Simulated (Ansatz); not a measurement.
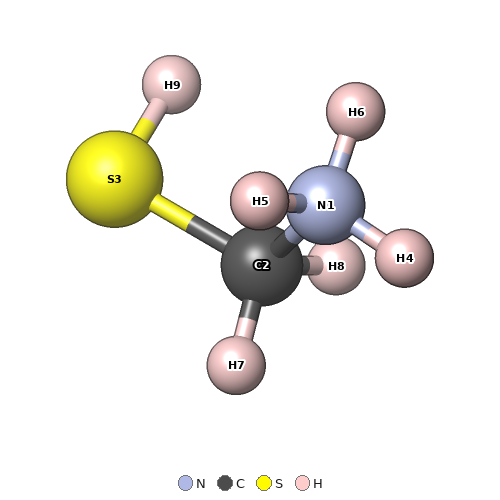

The system is CH6NS, SMILES [NH3+]CS, charge +1; the picture shows the reference structure. The first coordinate is: dihedral N1–C2–S3–H9; the second: dihedral H4–N1–C2–S3. Nothing is relaxed (all other coordinates rigid). The grid has 18 × 17 points. Energies: kJ/mol, counted from the lowest grid point. All numbers below come from RHF/def2-TZVP (Ansatz 0.2.0).

Its coordinates:

```xyz
9

N    -0.6851    0.4785   -0.5176
C     0.3835   -0.5208   -0.1228
S     1.5077    0.1531    1.0921
H    -1.2744    0.1233   -1.2570
H    -0.2629    1.3391   -0.8337
H    -1.2738    0.7091    0.2682
H     0.9393   -0.7430   -1.0198
H    -0.1226   -1.4084    0.2181
H     0.7882   -0.1309    2.1725
```

Range: dihedral N1–C2–S3–H9 from −180 to 160°; dihedral H4–N1–C2–S3 from 85.0 to 265.0°.

**Predict the map.**

The lowest grid point is at dihedral N1–C2–S3–H9 = 80°, dihedral H4–N1–C2–S3 = 175.0°. The energy also falls towards the edge at dihedral N1–C2–S3–H9 = 80°, dihedral H4–N1–C2–S3 = 85.0° (5.9 kJ/mol above the lowest) and dihedral N1–C2–S3–H9 = 80°, dihedral H4–N1–C2–S3 = 265.0° (6.0 kJ/mol above the lowest), where a further well may lie outside the range. A higher local minimum lies near dihedral N1–C2–S3–H9 = −80°, dihedral H4–N1–C2–S3 = 186.2° (3.1 kJ/mol above the lowest at that grid point). The highest grid point, dihedral N1–C2–S3–H9 = 0°, dihedral H4–N1–C2–S3 = 118.8°, lies 52.2 kJ/mol above the lowest. On the interpolated surface the easiest way out of the lowest well to the well at about dihedral N1–C2–S3–H9 = −85°, dihedral H4–N1–C2–S3 = 181° passes a barrier of about 20 kJ/mol.

```tsv
dihedral H4–N1–C2–S3 ↓, dihedral N1–C2–S3–H9 →	−160	−120	−80	−40	0	40	80	120	160
265.0	25.0	15.0	10.4	29.0	44.4	23.1	6.0	13.9	25.6
242.5	30.0	19.2	14.1	32.9	51.9	29.9	11.0	18.4	30.5
220.0	27.7	16.9	10.9	28.3	47.8	28.9	9.7	16.3	28.0
197.5	21.0	10.7	4.8	20.9	37.8	21.3	3.4	10.2	21.4
175.0	18.3	8.4	3.1	19.8	34.1	16.5	0.0	7.5	18.8
152.5	22.8	12.6	7.9	26.3	41.1	20.4	3.5	11.5	23.3
130.0	29.1	18.3	13.2	32.4	50.7	28.4	9.7	17.3	29.6
107.5	29.5	18.6	12.5	30.4	50.5	30.6	11.1	17.6	29.5
85.0	23.3	13.0	6.8	22.9	40.9	24.2	5.9	12.3	23.4
```

The table holds every second grid line.

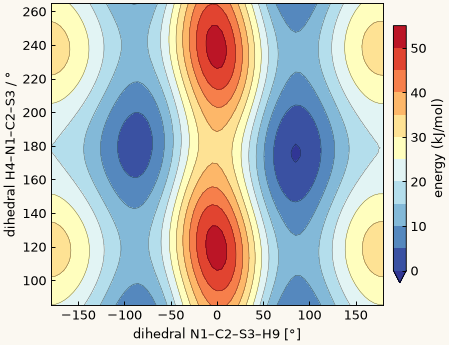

In the figure: filled contours. Between grid points the surface is interpolated.

Each point was launched as `ansatz run input.yaml --threads 1 --pin off --max-ram 2560MiB --backend cpu --events-out ev --progress --plain --runs-dir out`. Time for the 306 points that were run: 10 min on 1 thread of Arm Neoverse V1, with other jobs on the host.
